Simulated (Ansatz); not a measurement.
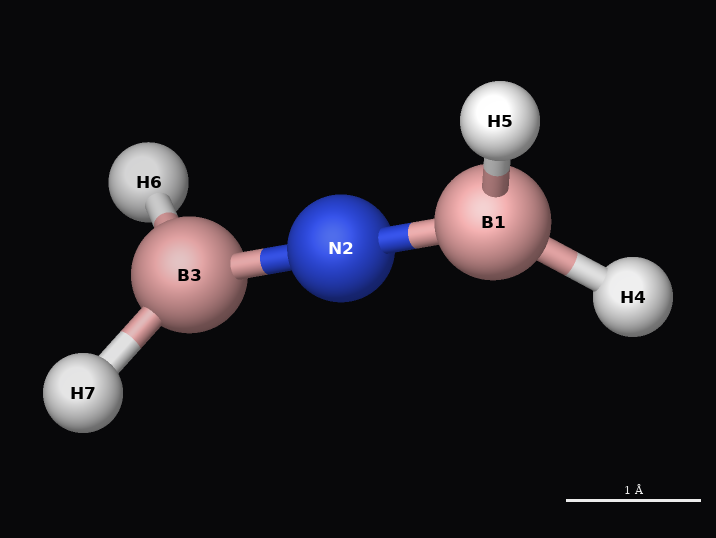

Charge −1, singlet. The geometry was computed by an optimisation with PBE0-D4/def2-TZVPD. No frequency run is at hand to confirm it as a minimum.

Give these bond angles: B1–N2–B3, N2–B1–H4, H4–B1–H5.

```json
{"angle": "B1–N2–B3", "degrees": "180.0"}
{"angle": "N2–B1–H4", "degrees": "122.1"}
{"angle": "H4–B1–H5", "degrees": "115.8"}
```
